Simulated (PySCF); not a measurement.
C₇H₉BSi (SMILES BC#C[SiH2]/C=C(/C)C#C)

```yaml
atoms:
  - { symbol: B, position_ang: [4.8186, 0.0451, 0.5654] }
  - { symbol: C, position_ang: [3.4589, -0.2560, 0.0227] }
  - { symbol: C, position_ang: [2.3503, -0.5000, -0.4149] }
  - { symbol: Si, position_ang: [0.6617, -0.8776, -1.0769] }
  - { symbol: C, position_ang: [-0.4688, 0.4935, -0.4622] }
  - { symbol: C, position_ang: [-1.8048, 0.4275, -0.4330] }
  - { symbol: C, position_ang: [-2.6901, 1.5364, 0.0583] }
  - { symbol: C, position_ang: [-2.4916, -0.7291, -0.8749] }
  - { symbol: C, position_ang: [-3.1116, -1.6911, -1.2395] }
  - { symbol: H, position_ang: [4.9850, 1.0101, 1.2068] }
  - { symbol: H, position_ang: [5.7048, -0.6873, 0.3460] }
  - { symbol: H, position_ang: [0.2533, -2.1917, -0.5678] }
  - { symbol: H, position_ang: [0.7383, -0.8748, -2.5454] }
  - { symbol: H, position_ang: [-0.0085, 1.4088, -0.1083] }
  - { symbol: H, position_ang: [-2.0991, 2.4021, 0.3487] }
  - { symbol: H, position_ang: [-3.2716, 1.1999, 0.9171] }
  - { symbol: H, position_ang: [-3.3937, 1.8290, -0.7213] }
  - { symbol: H, position_ang: [-3.6397, -2.5385, -1.5617] }
```

Geometry: GFN2-xTB.

Method: PBE0/pcSseg-1, SCF density, gas phase, non-relativistic (PySCF 2.14.0).

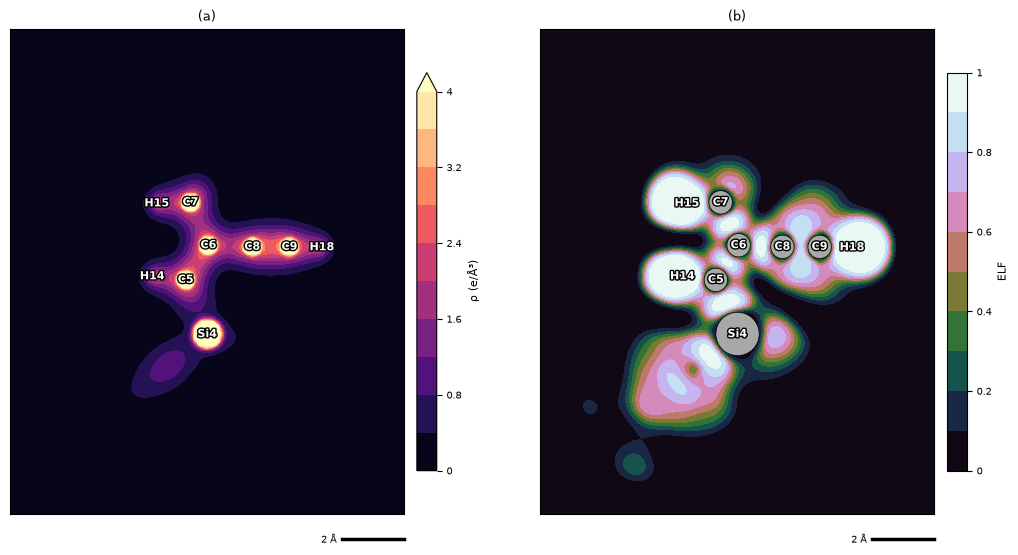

Figure 1. (a) electron density; (b) electron localisation function on the plane of atoms Si4, C5 and C6. Grey discs cover the atomic cores in the ELF map.

Q: Read the bonding off the picture.

A: The section cuts through Si, C and H sites. C–C (1.20 Å): ρ is about 2.7 e/Å³ halfway; the ELF peaks at about 0.85 between the atoms (a multiple bond). C–Si (1.88 Å): the density is about 0.94 e/Å³ at the midpoint; the ELF peaks at about 0.95 between the atoms: a covalent bond. C–H (1.05 Å): the density is about 2.1 e/Å³ at the midpoint; the ELF climbs to about 1 towards the hydrogen, as it does in any bond to H (a covalent bond by its length). C–C (1.34 Å): ρ is about 2.2 e/Å³ halfway; the ELF peaks at about 0.90 between the atoms: a short, multiple covalent bond.

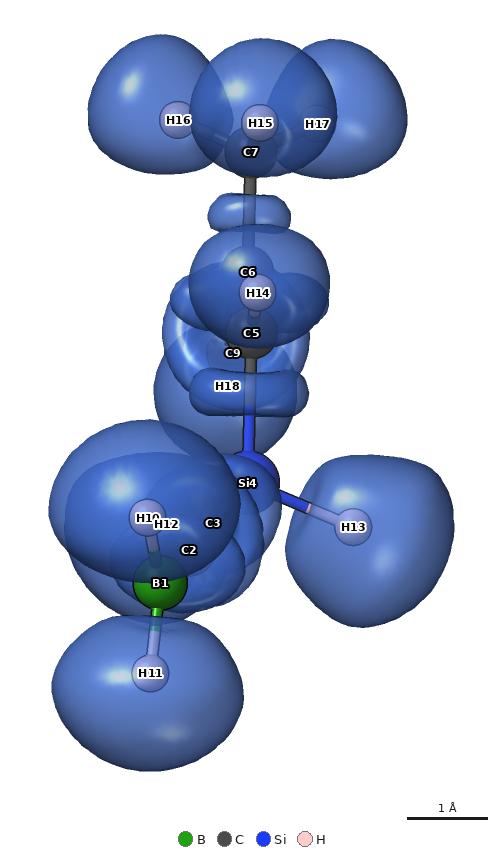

Figure 2. Isosurface of the ELF at 0.8 (blue), seen at an oblique angle. Core shells and regions of very low density are left out.

Q: What do the ELF domains correspond to?

A: At this value the surface marks out one region between bonded B–C atoms (shared pairs), five regions between bonded C–C atoms (shared pairs), two regions between bonded C–Si atoms (shared pairs) and nine regions around hydrogen nuclei. Along the contacts the grid gives the following. C–B (1.49 Å): the ELF peaks at about 0.95 between the atoms, as expected for localised, covalent bonding.

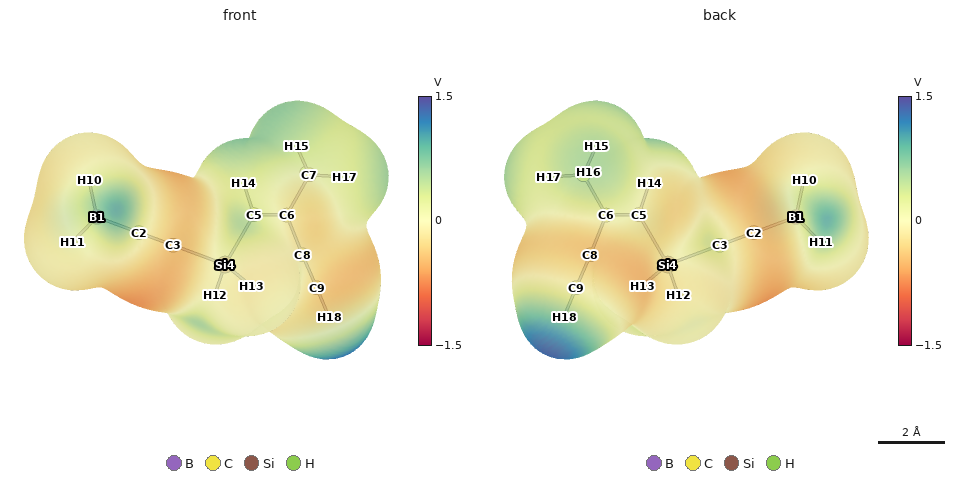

Figure 3. The electrostatic potential painted on the density surface at 0.001 e/bohr³, seen from the front and from behind; the colour scale runs from red (negative) to blue (positive).

Q: Describe the electrostatic potential map.

A: The most negative region (about −0.7 V, or −16 kcal/mol for a unit charge) lies over C2 and C3, the most positive (about +1.3 V, or +30 kcal/mol for a unit charge) over H18.

Q: How polar is the molecule by this calculation?

A: Its dipole moment is 1.91 D.
